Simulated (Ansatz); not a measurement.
# CH4BFN2: the cost of one run

Computed with Ansatz 0.2.0, Gaussian basis. Level: the settings change from run to run.

## (1) The relaxed structure

The geometry comes from an earlier relaxation with PBE0-D4 in a triple-zeta def2 set; it is a stationary point, not always the lowest conformer.

9 atoms, charge 0, spin multiplicity 1.

Atoms are counted from 1 here; the program's logs count them from 0.

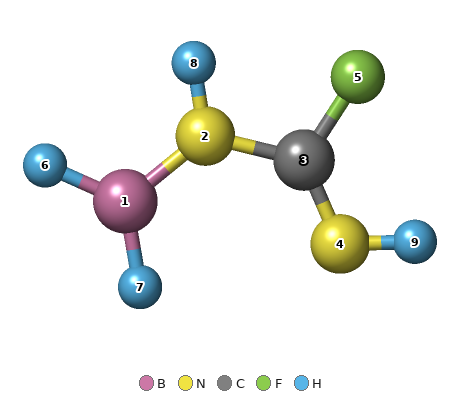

The structure; boron pink, nitrogen yellow, carbon grey, fluorine green, hydrogen blue; atoms are numbered from 1 in the order of the file.

## (2) CAM-B3LYP/def2-SVPD

Options: atoms shaken by 0.08 Å, D3(BJ) with three-body dispersion, high accuracy, the search for lower states set to full.

The input, in.yaml:

```yaml
crystal:
  periodic: [false, false, false]
  atoms:
    - {symbol: B, position_ang: [-0.640516, 0.624801, -1.270460]}
    - {symbol: N, position_ang: [0.229735, -0.042189, -0.579497]}
    - {symbol: C, position_ang: [0.230619, -0.227854, 0.821760]}
    - {symbol: N, position_ang: [-0.715418, -0.131457, 1.509727]}
    - {symbol: F, position_ang: [1.490639, -1.025858, 1.092600]}
    - {symbol: H, position_ang: [-0.344477, 0.743545, -2.506290]}
    - {symbol: H, position_ang: [-1.476702, 1.045745, -0.696942]}
    - {symbol: H, position_ang: [1.170079, -0.358467, -0.928838]}
    - {symbol: H, position_ang: [-0.457189, -0.483274, 2.504089]}
basis:
  gaussian: {orbitals: def2-SVPD}
hamiltonian: {xc: {name: CAM-B3LYP}, dispersion: d3bjatm}
accuracy: high
scf: {lower_state_search: full}
output: {forces: true}
```

The run is started by

```bash
> ansatz run in.yaml --threads 2 --pin off --events-out ev --progress --plain --max-ram 4352MiB
```

What time and memory should one allow on 2 threads of Arm Neoverse V1, shared host?

About 12 s, with a peak of 0.68 GiB.
